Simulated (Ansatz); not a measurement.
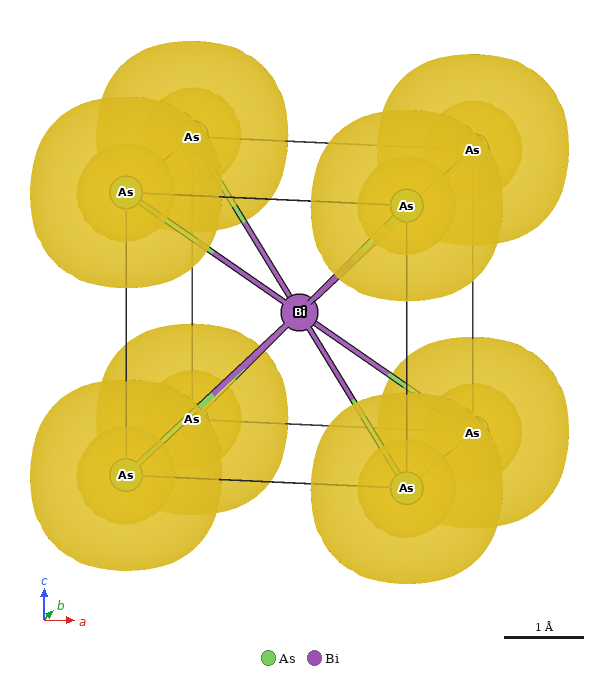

Figure. BiAs. Isosurface of the ELF at 0.55 (yellow), seen slightly off an axis. Only the valence region is drawn (cores and ρ < 0.01 e/Å³ removed). Sticks mark near contacts.

Space group Pm-3m.

All numbers below come from DFT, PBE, PAW with Ansatz's default frozen-core files, scalar-relativistic in Ansatz.

Question: Where are the electrons localised?

Answer: The surface consists of one region wrapped around As (its valence shell), counted in one cell of 2 atoms. Any copies at cell faces, edges or corners count once. Along the contacts the grid gives the following. Bi–As (3.20 Å): the ELF is about 0.30 at the midpoint.
